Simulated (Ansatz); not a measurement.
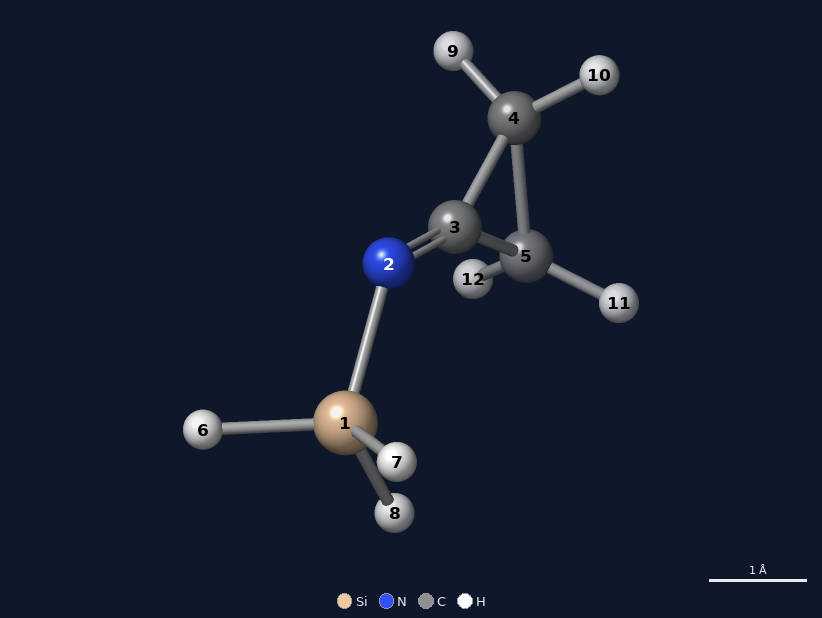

Atoms carry their numbers in the input. The geometry was computed by an optimisation with PBE0-D4/def2-TZVP. No frequency run is at hand to confirm it as a minimum.

List the bonds and their lengths.

```
  bond  length (Å)   order
Si1–N2       1.741  single
Si1–H6       1.485  single
Si1–H7       1.485  single
Si1–H8       1.493  single
 N2–C3       1.249  double
 C3–C4       1.455  single
 C3–C5       1.466  single
 C4–C5       1.546  single
 C4–H9       1.085  single
C4–H10       1.085  single
C5–H11       1.085  single
C5–H12       1.085  single
```
